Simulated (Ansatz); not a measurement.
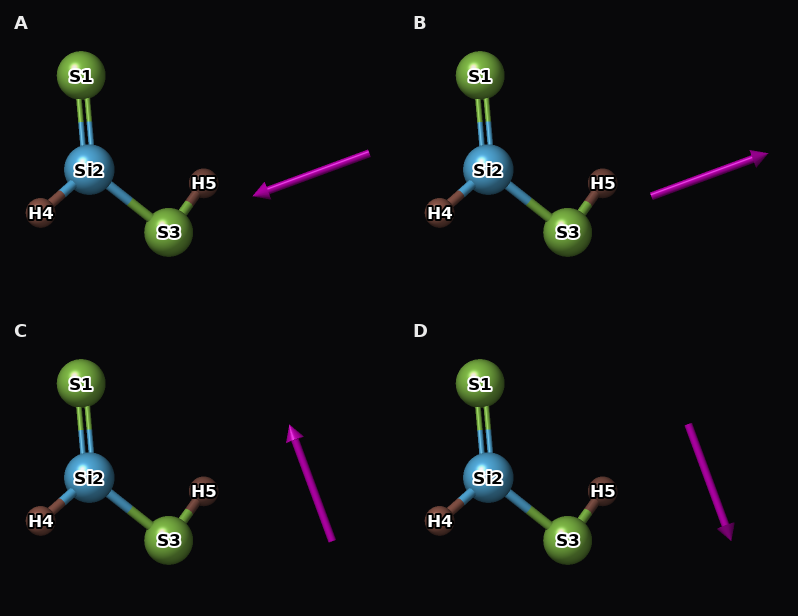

The same molecule four times, each with an arrow. The geometry was computed by an optimisation with PBE0-D4/def2-TZVP. No frequency run is at hand to confirm it as a minimum. Properties computed with RKS PBE0-D4/def2-TZVP (Ansatz 0.2.0).

**Which arrow points along the dipole moment, from the negative to the positive end?**

D. The dipole moment is 2.33 D; it points from the side of S1 to the side of S3 (the outermost atoms at the two ends).
